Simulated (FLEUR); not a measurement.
# NiPt: energy over the lowest against total spin moment, fitted and tested on a withheld row

System: NiPt, 1 Ni and 1 Pt in the cell, space group P4/mmm. Cell as run: a = 2.710, b = 2.710, c = 3.578 Å, angles 90.0, 90.0, 90.0°, 2 atoms. From the study “Fixed-spin-moment curve of NiPt with FLEUR”.

Method: PBEsol; all-electron FLAPW, Dirac cores, scalar-relativistic bands (FLEUR MaX-R8.1). Settings shared by all rows: kmax 3.6 1/bohr, hist occupations, smearing width 0.08 eV, 10×10×10 k-mesh.

The table, with one value held back:

```csv
total spin moment (μB a cell),energy over the lowest (meV a cell)
0,19.24
0.277,17.33
0.553,11.82
0.83,4.19
1.0592,0.00
1.106,0.08
1.383,?
1.659,90.64
```

Q: What energy over the lowest should the row at total spin moment = 1.383 μB a cell hold? Fit a suitable law to the other rows.

**Law.** Time reversal makes the energy at fixed moment even in the moment, so it is expanded as a Landau series in M². In symbols, E = c0 + c2 M² + c4 M⁴ + c6 M⁶, with energy over the lowest in meV a cell.

**Fit.** Least squares on 7 rows gives c0 = 19.1869, c2 = -23.744, c4 = -2.4479 and c6 = 7.4511.

```csv
total spin moment (μB a cell),computed,fit,computed − fit
0,19.24,19.187,0.053
0.277,17.33,17.354,-0.024
0.553,11.82,11.910,-0.090
0.83,4.19,4.104,0.086
1.0592,0.00,-0.011,0.011
1.106,0.08,0.118,-0.038
1.659,90.64,90.639,0.001
```

The fit has a minimum at M = 1.07 μB a cell. Its quadratic term is negative, which makes M = 0 a maximum of the fitted curve.

**Prediction.** At total spin moment = 1.383 μB a cell the law predicts 16.955 meV a cell. The computed value is 18.75 meV a cell, 1.795 above the prediction (10.6 % of it). The row lies between fitted rows, so this is an interpolation. The miss is 33 times the rms residual of the fit, 0.054.

So the prediction fails: the law follows the fitted rows but not this one.

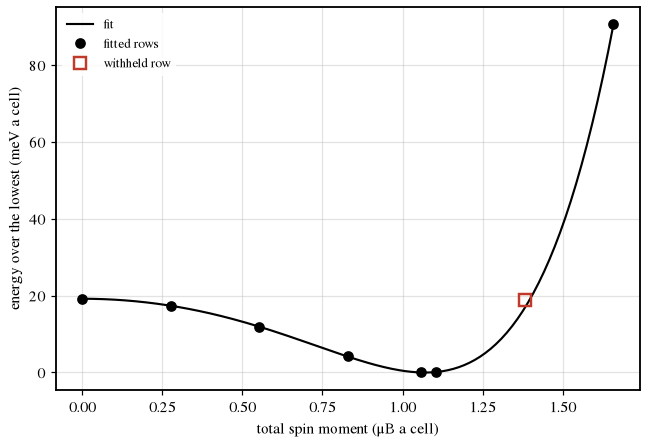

The rows, the fitted law and the withheld row.

[Logs and program files are shortened in this print: banners, set-up blocks, solver, clock and traceback lines can be left out without a mark of their own.]

[Logs are printed without paths, hosts, clocks, repeated set-up lines and the standing remarks that a program may print on its own settings, such as how far it seeks lower states.]

[Hosts, paths, dates, database ids (printed as entryN), source tags and the programs' standing remarks are cut or masked in the printed files.]

[Where a cell is said to come from a database of computed structures, the database is the Materials Project.]
